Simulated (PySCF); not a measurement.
# CH14N2Si4: geometry relaxation (part 1 of 3)

CH14N2Si4, SMILES C[Si]([SiH3])(N[SiH3])N[SiH3], computed with PBE0-D3(BJ)/def2-SVP geometry optimisation, gas phase (PySCF 2.14.0).

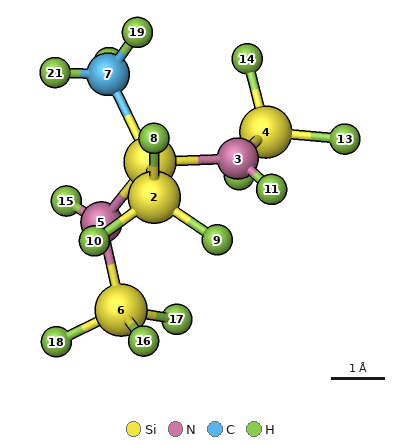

The structure as given in the input (ball-and-stick view, seen at a tilt; atoms are numbered from 1 in the order of the input).

The input
```
{"job": {"xc": "PBE0", "basis": "def2-SVP", "d3": "d3bj", "grid": 2, "kind": "geom", "shake": 0.01}, "charge": 0, "multiplicity": 1}
Si     0.430819    -0.480133     0.069606
Si     1.533000    -0.735640     2.053587
N     -1.320911    -0.517499     0.402476
Si    -2.597803    -0.451197    -0.697082
N      0.839259     1.068286    -0.670948
Si     0.517259     2.663288    -0.054011
C      0.774719    -1.754933    -1.275346
H      1.910315    -2.125084     2.320437
H      0.763338    -0.294409     3.249506
H      2.798089     0.009775     2.135254
H     -1.549475    -0.274225     1.366899
H     -2.649018     0.788852    -1.472572
H     -3.860688    -0.537823     0.128469
H     -2.532638    -1.593293    -1.594835
H      1.059209     1.027429    -1.642023
H      0.857027     2.641002     1.379829
H     -0.880058     3.074173    -0.216748
H      1.375650     3.568791    -0.807431
H      0.474304    -2.750189    -0.934931
H      0.189848    -1.537773    -2.183325
H      1.805505    -1.784071    -1.533331
```

The first line tells a small driver script what to run in PySCF; the rest is the geometry in Å.

Run as:
```bash
OMP_NUM_THREADS=1 python <driver script> task.json out
```

What the program printed
```
step   0  E = -1312.95369240  max force = 0.040041
step   1  E = -1312.96350400  max force = 0.008355
step   2  E = -1312.96433963  max force = 0.004356
step   3  E = -1312.96452242  max force = 0.001195
step   4  E = -1312.96460723  max force = 0.001137
step   5  E = -1312.96478553  max force = 0.002454
step   6  E = -1312.96492240  max force = 0.002740
step   7  E = -1312.96517562  max force = 0.001723
step   8  E = -1312.96562024  max force = 0.002252
step   9  E = -1312.96587437  max force = 0.002082
step  10  E = -1312.96615124  max force = 0.002149
step  11  E = -1312.96620160  max force = 0.002110
step  12  E = -1312.96637623  max force = 0.001206
step  13  E = -1312.96645202  max force = 0.000765
step  14  E = -1312.96652697  max force = 0.000579
step  15  E = -1312.96657003  max force = 0.000574
step  16  E = -1312.96662419  max force = 0.000863
step  17  E = -1312.96667384  max force = 0.000919
step  18  E = -1312.96672917  max force = 0.000796
step  19  E = -1312.96680678  max force = 0.000814
step  20  E = -1312.96690326  max force = 0.001079
step  21  E = -1312.96698619  max force = 0.000857
step  22  E = -1312.96704126  max force = 0.000467
step  23  E = -1312.96706125  max force = 0.000498
step  24  E = -1312.96707344  max force = 0.000563
step  25  E = -1312.96708889  max force = 0.000598
step  26  E = -1312.96711320  max force = 0.000579
step  27  E = -1312.96713488  max force = 0.000452
step  28  E = -1312.96714425  max force = 0.000234
optimisation converged
```

Trajectory as extended XYZ (Å, eV, eV/Å), 29 frames, from step=0 to step=28
```
21
Properties=species:S:1:pos:R:3:forces:R:3 step=0 energy=-35727.28975
Si    0.4308   -0.4801    0.0696   -1.2619   0.5727  -1.4076
Si    1.5330   -0.7356    2.0536    0.2266   0.1035   0.8023
N    -1.3209   -0.5175    0.4025    2.0590  -0.0422   1.4863
Si   -2.5978   -0.4512   -0.6971   -1.4411   0.0386   0.2979
N     0.8393    1.0683   -0.6710   -0.1521  -0.3074   1.0699
Si    0.5173    2.6633   -0.0540    0.1883  -0.8980  -0.1392
C     0.7747   -1.7549   -1.2753   -1.1707   0.1193   0.5992
H     1.9103   -2.1251    2.3204    0.0330  -0.7052  -0.0036
H     0.7633   -0.2944    3.2495   -0.3041   0.0909   0.0282
H     2.7981    0.0098    2.1353    0.4042   0.3473  -0.2014
H    -1.5495   -0.2742    1.3669   -0.0593  -0.0799  -0.1959
H    -2.6490    0.7889   -1.4726   -0.0385   0.5161  -0.4768
H    -3.8607   -0.5378    0.1285    0.1147   0.0183  -0.2470
H    -2.5326   -1.5933   -1.5948   -0.0058  -0.5476  -0.6347
H     1.0592    1.0274   -1.6420    0.2380  -0.0779  -0.9271
H     0.8570    2.6410    1.3798    0.0422   0.1176   0.4316
H    -0.8801    3.0742   -0.2167   -0.5774   0.2706   0.0116
H     1.3757    3.5688   -0.8074    0.3773   0.6097  -0.2403
H     0.4743   -2.7502   -0.9349   -0.0364  -0.2276   0.0818
H     0.1898   -1.5378   -2.1833   -0.0040   0.1153   0.0367
H     1.8055   -1.7841   -1.5333    1.3680  -0.0343  -0.3720
21
Properties=species:S:1:pos:R:3:forces:R:3 step=1 energy=-35727.55674
Si    0.3730   -0.4091    0.0276    0.3614  -0.4256   0.2262
Si    1.5239   -0.6155    2.0613   -0.0389   0.1284   0.0230
N    -1.3099   -0.5465    0.4649   -0.0318   0.1131   0.0350
Si   -2.6612   -0.5338   -0.6209   -0.1342   0.0850  -0.4296
N     0.7903    1.0755   -0.7883   -0.0785   0.0455  -0.1273
Si    0.4969    2.6810   -0.1864   -0.0804   0.1411   0.0993
C     0.8373   -1.8269   -1.1084   -0.0427   0.1684  -0.2230
H     1.8403   -2.0567    2.3205    0.0068   0.0081   0.0221
H     0.6685   -0.1204    3.1910    0.0649  -0.0056   0.0309
H     2.8003    0.1648    2.0397    0.0204  -0.0278   0.0564
H    -1.5433   -0.3663    1.4358    0.0488   0.0115   0.0558
H    -2.7219    0.7084   -1.4623   -0.0149  -0.0074   0.0569
H    -3.9181   -0.6354    0.1628   -0.1083  -0.0264   0.1151
H    -2.5870   -1.6703   -1.5928    0.0207  -0.0355   0.0570
H     1.0327    0.9995   -1.7739   -0.0262  -0.0097   0.0610
H     0.8014    2.7042    1.2817   -0.0025  -0.0588  -0.0575
H    -0.9213    3.1488   -0.3430    0.0444  -0.0312  -0.0191
H     1.3730    3.6653   -0.8928    0.0218  -0.0563  -0.0115
H     0.5639   -2.7983   -0.6736   -0.0334   0.0189   0.0793
H     0.2918   -1.7224   -2.0606    0.0120  -0.0783  -0.0749
H     1.9142   -1.8401   -1.3382   -0.0093   0.0428   0.0249
21
Properties=species:S:1:pos:R:3:forces:R:3 step=2 energy=-35727.57948
Si    0.3872   -0.4232    0.0236    0.0705  -0.2240   0.0413
Si    1.5271   -0.6020    2.0764   -0.0345   0.0547  -0.0001
N    -1.3110   -0.5331    0.4350    0.0077   0.0841   0.0539
Si   -2.6919   -0.5229   -0.6269   -0.0262   0.0047  -0.1273
N     0.7975    1.0644   -0.7920   -0.0429   0.0709  -0.0390
Si    0.4943    2.6647   -0.1810   -0.0085   0.0245   0.0058
C     0.8554   -1.8215   -1.1336   -0.0569   0.0670  -0.1173
H     1.8421   -2.0395    2.3565    0.0012  -0.0067   0.0124
H     0.6792   -0.0979    3.2066    0.0182   0.0060   0.0030
H     2.8097    0.1684    2.0686    0.0029  -0.0122   0.0029
H    -1.5334   -0.3479    1.4085    0.0108  -0.0064   0.0248
H    -2.7798    0.7143   -1.4695   -0.0075  -0.0007   0.0316
H    -3.9292   -0.6232    0.2053    0.0294  -0.0050   0.0037
H    -2.6371   -1.6772   -1.5781    0.0065  -0.0073   0.0208
H     1.0454    0.9913   -1.7750   -0.0065  -0.0118   0.0137
H     0.7849    2.6602    1.2867   -0.0063  -0.0180   0.0054
H    -0.9192    3.1322   -0.3541    0.0073   0.0033  -0.0111
H     1.3878    3.6420   -0.8732    0.0107  -0.0017   0.0039
H     0.5810   -2.7917   -0.6951    0.0092  -0.0104   0.0234
H     0.3205   -1.7259   -2.0945    0.0091  -0.0175   0.0241
H     1.9347   -1.8255   -1.3498    0.0058   0.0065   0.0241
21
Properties=species:S:1:pos:R:3:forces:R:3 step=3 energy=-35727.58445
Si    0.3843   -0.4371    0.0299    0.0243  -0.0483   0.0330
Si    1.5391   -0.5905    2.0789   -0.0062  -0.0014  -0.0074
N    -1.3130   -0.5294    0.4502    0.0169   0.0461  -0.0073
Si   -2.6719   -0.5112   -0.6442   -0.0193  -0.0197   0.0614
N     0.7798    1.0549   -0.7905   -0.0349   0.0426  -0.0045
Si    0.4793    2.6535   -0.1727    0.0217  -0.0357  -0.0129
C     0.8377   -1.8271   -1.1415   -0.0297   0.0040  -0.0240
H     1.8542   -2.0245    2.3790   -0.0032  -0.0035   0.0104
H     0.7094   -0.0683    3.2135   -0.0063   0.0105  -0.0095
H     2.8258    0.1723    2.0534    0.0036  -0.0033  -0.0141
H    -1.5391   -0.3430    1.4235   -0.0030  -0.0148  -0.0362
H    -2.7452    0.7302   -1.4792    0.0021   0.0034   0.0025
H    -3.9194   -0.6126    0.1726    0.0067  -0.0028  -0.0225
H    -2.6000   -1.6695   -1.5886    0.0078   0.0084  -0.0027
H     1.0244    0.9821   -1.7737    0.0047  -0.0070  -0.0096
H     0.7605    2.6290    1.2963   -0.0093   0.0017   0.0134
H    -0.9293    3.1298   -0.3535   -0.0040   0.0125  -0.0098
H     1.3862    3.6274   -0.8522    0.0032   0.0121   0.0117
H     0.5728   -2.7976   -0.6962    0.0194  -0.0069  -0.0050
H     0.2937   -1.7368   -2.0970   -0.0003   0.0056   0.0243
H     1.9157   -1.8255   -1.3639    0.0058  -0.0037   0.0089
21
Properties=species:S:1:pos:R:3:forces:R:3 step=4 energy=-35727.58676
Si    0.3870   -0.4430    0.0272   -0.0049   0.0193  -0.0080
Si    1.5411   -0.5827    2.0765    0.0082  -0.0229  -0.0004
N    -1.3104   -0.5258    0.4476   -0.0011   0.0235  -0.0146
Si   -2.6748   -0.5079   -0.6408    0.0253  -0.0183   0.0585
N     0.7808    1.0510   -0.7941   -0.0279   0.0128   0.0075
Si    0.4773    2.6463   -0.1703    0.0165  -0.0340  -0.0115
C     0.8356   -1.8312   -1.1473    0.0048  -0.0171   0.0247
H     1.8491   -2.0143    2.3970   -0.0063   0.0035   0.0081
H     0.7154   -0.0400    3.2041   -0.0091   0.0100  -0.0089
H     2.8323    0.1721    2.0396    0.0025  -0.0022  -0.0146
H    -1.5342   -0.3442    1.4216   -0.0069  -0.0075  -0.0040
H    -2.7576    0.7393   -1.4652   -0.0034   0.0056  -0.0057
H    -3.9188   -0.6231    0.1779   -0.0041  -0.0038  -0.0087
H    -2.5963   -1.6600   -1.5914    0.0017   0.0066  -0.0138
H     1.0342    0.9795   -1.7752    0.0038  -0.0037  -0.0045
H     0.7269    2.6055    1.3047   -0.0082   0.0027   0.0036
H    -0.9242    3.1340   -0.3763   -0.0004   0.0099  -0.0094
H     1.4036    3.6226   -0.8201    0.0029   0.0092   0.0129
H     0.5764   -2.8030   -0.7007    0.0128  -0.0009  -0.0098
H     0.2883   -1.7420   -2.1000   -0.0084   0.0109   0.0042
H     1.9136   -1.8271   -1.3707    0.0022  -0.0037  -0.0054
21
Properties=species:S:1:pos:R:3:forces:R:3 step=5 energy=-35727.59161
Si    0.3908   -0.4565    0.0223   -0.0384   0.1262  -0.0493
Si    1.5486   -0.5654    2.0683    0.0296  -0.0512   0.0119
N    -1.3046   -0.5194    0.4499   -0.0340  -0.0228  -0.0167
Si   -2.6790   -0.5005   -0.6254    0.0592  -0.0017   0.0252
N     0.7811    1.0405   -0.8016   -0.0192  -0.0583   0.0047
Si    0.4719    2.6306   -0.1715   -0.0103   0.0056   0.0134
C     0.8278   -1.8413   -1.1592    0.0695  -0.0403   0.0892
H     1.8292   -1.9883    2.4492   -0.0101   0.0104   0.0024
H     0.7373    0.0425    3.1725   -0.0043   0.0066  -0.0019
H     2.8548    0.1603    1.9922    0.0014  -0.0015  -0.0054
H    -1.5233   -0.3601    1.4282    0.0011   0.0057   0.0288
H    -2.7990    0.7717   -1.4056   -0.0126   0.0035  -0.0104
H    -3.9159   -0.6754    0.1920   -0.0087  -0.0068   0.0106
H    -2.5732   -1.6184   -1.6131   -0.0042   0.0060  -0.0206
H     1.0667    0.9694   -1.7739    0.0024   0.0003   0.0028
H     0.6062    2.5489    1.3175   -0.0004   0.0032  -0.0132
H    -0.8970    3.1621   -0.4714    0.0078  -0.0022  -0.0114
H     1.4657    3.6038   -0.7197    0.0055  -0.0028   0.0086
H     0.5877   -2.8173   -0.7110   -0.0119   0.0078  -0.0107
H     0.2656   -1.7528   -2.1018   -0.0137   0.0088  -0.0273
H     1.9037   -1.8285   -1.3934   -0.0089   0.0034  -0.0311
21
Properties=species:S:1:pos:R:3:forces:R:3 step=6 energy=-35727.59533
Si    0.3924   -0.4632    0.0218   -0.0394   0.1409  -0.0460
Si    1.5559   -0.5609    2.0642    0.0287  -0.0491   0.0088
N    -1.3010   -0.5173    0.4562   -0.0365  -0.0446  -0.0109
Si   -2.6835   -0.4940   -0.6071    0.0506   0.0140  -0.0121
N     0.7801    1.0334   -0.8051   -0.0214  -0.0807  -0.0093
Si    0.4660    2.6254   -0.1845   -0.0243   0.0335   0.0309
C     0.8245   -1.8456   -1.1641    0.0869  -0.0382   0.0888
H     1.8060   -1.9764    2.4904   -0.0106   0.0080  -0.0032
H     0.7614    0.1010    3.1494    0.0037   0.0048   0.0049
H     2.8773    0.1331    1.9576    0.0021  -0.0021   0.0045
H    -1.5145   -0.3850    1.4394    0.0077   0.0146   0.0360
H    -2.8494    0.8052   -1.3330   -0.0137   0.0023  -0.0045
H    -3.9097   -0.7400    0.2075   -0.0106  -0.0096   0.0187
H    -2.5508   -1.5650   -1.6423   -0.0012   0.0056  -0.0151
H     1.0991    0.9578   -1.7667    0.0039   0.0006   0.0053
H     0.4848    2.5242    1.3090    0.0049   0.0022  -0.0177
H    -0.8609    3.1970   -0.5833    0.0097  -0.0109  -0.0117
H     1.5212    3.5831   -0.6385    0.0065  -0.0088   0.0035
H     0.5998   -2.8253   -0.7162   -0.0227   0.0096  -0.0055
H     0.2489   -1.7575   -2.0984   -0.0115   0.0021  -0.0318
H     1.8974   -1.8240   -1.4121   -0.0126   0.0058  -0.0335
21
Properties=species:S:1:pos:R:3:forces:R:3 step=7 energy=-35727.60223
Si    0.3941   -0.4710    0.0267   -0.0202   0.0886  -0.0171
Si    1.5747   -0.5650    2.0603    0.0162  -0.0210  -0.0095
N    -1.2950   -0.5145    0.4745   -0.0143  -0.0667  -0.0032
Si   -2.6875   -0.4705   -0.5721    0.0055   0.0355  -0.0499
N     0.7736    1.0202   -0.8112   -0.0388  -0.0707  -0.0269
Si    0.4435    2.6207   -0.2224   -0.0248   0.0632   0.0395
C     0.8222   -1.8524   -1.1626    0.0739  -0.0205   0.0486
H     1.7573   -1.9663    2.5591   -0.0107  -0.0031  -0.0119
H     0.8263    0.1935    3.1149    0.0162   0.0046   0.0122
H     2.9274    0.0555    1.9018    0.0044  -0.0057   0.0180
H    -1.4991   -0.4399    1.4660    0.0140   0.0277   0.0262
H    -2.9469    0.8791   -1.1678   -0.0094   0.0028   0.0104
H    -3.8889   -0.8713    0.2187   -0.0072  -0.0115   0.0138
H    -2.4986   -1.4228   -1.7098    0.0083   0.0048  -0.0001
H     1.1596    0.9320   -1.7469    0.0081   0.0013   0.0106
H     0.2329    2.5039    1.2539    0.0067   0.0005  -0.0140
H    -0.7771    3.2551   -0.8165    0.0063  -0.0207  -0.0109
H     1.5938    3.5402   -0.4876    0.0053  -0.0107  -0.0028
H     0.6240   -2.8366   -0.7127   -0.0253   0.0061   0.0062
H     0.2213   -1.7696   -2.0818   -0.0034  -0.0078  -0.0209
H     1.8875   -1.8142   -1.4404   -0.0106   0.0033  -0.0181
21
Properties=species:S:1:pos:R:3:forces:R:3 step=8 energy=-35727.61432
Si    0.3999   -0.4948    0.0488    0.0156  -0.0777   0.0348
Si    1.6348   -0.5866    2.0524    0.0155   0.0802  -0.0629
N    -1.2770   -0.5038    0.5309    0.0429  -0.1007  -0.0223
Si   -2.6759   -0.3680   -0.4939   -0.0878   0.0480  -0.0856
N     0.7458    0.9780   -0.8284   -0.0830   0.0007  -0.0256
Si    0.3481    2.5945   -0.3282    0.0188   0.1158   0.0911
C     0.8191   -1.8839   -1.1380    0.0028   0.0059  -0.0236
H     1.6364   -1.9209    2.7317   -0.0213  -0.0311  -0.0272
H     1.0572    0.4088    3.0139    0.0330   0.0062   0.0174
H     3.0536   -0.1988    1.7701    0.0111  -0.0166   0.0412
H    -1.4652   -0.5835    1.5254    0.0202   0.0460   0.0072
H    -3.1599    1.0363   -0.6931    0.0250   0.0049   0.0380
H    -3.7960   -1.1534    0.1091   -0.0118  -0.0026  -0.0146
H    -2.3488   -0.9125   -1.8474    0.0197  -0.0131   0.0298
H     1.3056    0.8702   -1.6694    0.0084   0.0112   0.0009
H    -0.4422    2.4668    0.9310   -0.0107   0.0111  -0.0038
H    -0.4567    3.3421   -1.3452   -0.0082  -0.0501  -0.0243
H     1.5636    3.4239   -0.0446    0.0083  -0.0101  -0.0164
H     0.6879   -2.8716   -0.6725   -0.0147  -0.0049   0.0279
H     0.1553   -1.8291   -2.0165    0.0158  -0.0172  -0.0008
H     1.8597   -1.8079   -1.4921    0.0004  -0.0059   0.0187
```
